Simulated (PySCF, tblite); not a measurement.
# C₄H₁₀B₂FN: geometry, infrared bands and NMR shifts

What infrared bands and NMR shifts should C₄H₁₀B₂FN (`C=C[C@H](C)BNBF`) show?

The runs use tblite 0.8.0 and PySCF 2.14.0, with density-fitted response routines of our own; the level of theory stands in each step. All values are computed, except where a source is named. Atoms count from 0, in the outputs and in this text.

## Step 1: Starting geometry

18 atoms, charge 0, multiplicity 1; geometry from: force field or distance geometry start.

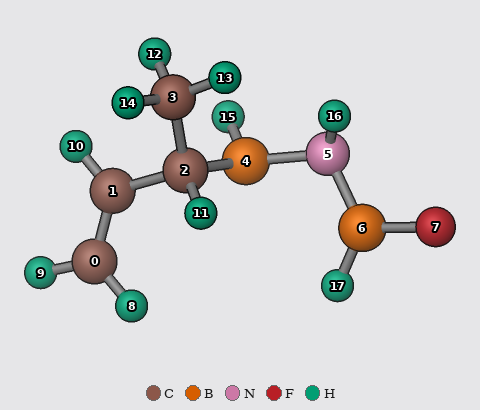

The starting geometry (carbon brown, boron orange, nitrogen pink, fluorine red, hydrogen teal), atoms numbered.

## Step 2: Relaxing the molecule with GFN2-xTB

What the job is given:

```
{"job": {"kind": "relax", "xc": "GFN2-xTB", "basis": "xTB"}, "charge": 0, "multiplicity": 1}
C     -1.858100    -1.889400     0.160600
C     -1.705700    -0.619000    -0.202300
C     -0.481900     0.151800     0.196500
C     -0.910400     1.606800     0.309500
B      0.634200    -0.024600    -0.930000
N      2.062700     0.458900    -0.639400
B      2.839800    -0.533800     0.193000
F      4.118100    -0.083500     0.730100
H     -1.105700    -2.402100     0.755400
H     -2.774600    -2.388800    -0.150700
H     -2.451000    -0.103100    -0.785600
H     -0.142200    -0.207700     1.177700
H     -1.303300     1.985000    -0.632100
H     -0.051500     2.263300     0.609700
H     -1.738100     1.724700     1.057700
H      0.255500     0.314300    -2.006400
H      2.058900     1.413600    -0.207100
H      2.544300    -1.660200     0.351600
```

Started as:

```
> OMP_NUM_THREADS=1 python probes_run.py task.json out
```

The driver reads the jobs from task.json and runs them one after another.

**Question.** This job is followed by: GFN2-xTB harmonic vibrations, gas phase; GIAO PBE0/pcSseg-1 NMR shielding, non-relativistic, gas phase. Predict these results of the whole session: strongest single infrared mode (GFN2-xTB); zero-point energy (GFN2-xTB); 13C shifts against TMS (PBE0/pcSseg-1); 1H shifts against TMS (PBE0/pcSseg-1, means over atoms taken as alike); 11B shifts against BF3·OEt2 (PBE0/pcSseg-1); 15N shifts against NH3 (PBE0/pcSseg-1); 19F shifts against CFCl3 (PBE0/pcSseg-1).

As calculated:

| quantity | value |
| --- | --- |
| strongest single infrared mode (GFN2-xTB) | 1404 cm⁻¹, 479 km/mol |
| zero-point energy (GFN2-xTB) | 89.0 kcal/mol |
| 13C shifts against TMS (PBE0/pcSseg-1) | 150.1, 119.8, 38.1, 18.3 ppm |
| 1H shifts against TMS (PBE0/pcSseg-1, means over atoms taken as alike) | 6.07, 6.01, 5.33, 5.22, 5.21, 4.88, 2.49, 1.12 ppm |
| 11B shifts against BF3·OEt2 (PBE0/pcSseg-1) | 49.7, 30.5 ppm |
| 15N shifts against NH3 (PBE0/pcSseg-1) | 159.0 ppm |
| 19F shifts against CFCl3 (PBE0/pcSseg-1) | -77.8 ppm |

In words: Relaxing lowered the energy by 1.922 eV in 118 steps; the close pair that moved most is B6–F7, from 1.458 to 1.329 Å. The lowest mode is slightly imaginary (20i cm⁻¹), a soft motion within the noise of the Hessian, so the minimum is not strictly shown. Unscaled tight-binding wavenumbers are off by several per cent, some by more. Its intensities can rank the bands wrongly. The most deshielded carbon is C1 (alkene CH), at 150.1 ppm: the olefinic region. At PBE0/pcSseg-1: The largest span, 362 ppm, is at F7, where the paramagnetic term is -215 ppm.
